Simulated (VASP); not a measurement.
Band structure of Ag₂S (space group P2_1/m). These are PBEsol GGA, VASP's PBE PAW potentials (set 64) (plane waves; VASP) values and carry that method's errors.

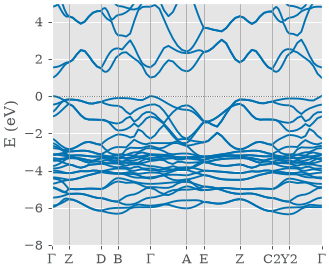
*Bands along high-symmetry lines, zero at the valence-band maximum or, without a gap, the Fermi level*

Task: Read the plot: is there a gap, and where are the band edges?

Result: The gap is direct, 0.99 eV, from the valence maximum at Γ to the conduction minimum at Γ. (Edges off the drawn lines would not show.)

The structure comes from a computed database's Ag2S entry (P2_1/m); how it stands against other phases isn't given here. It was relaxed first, which changed the volume by -5 %.
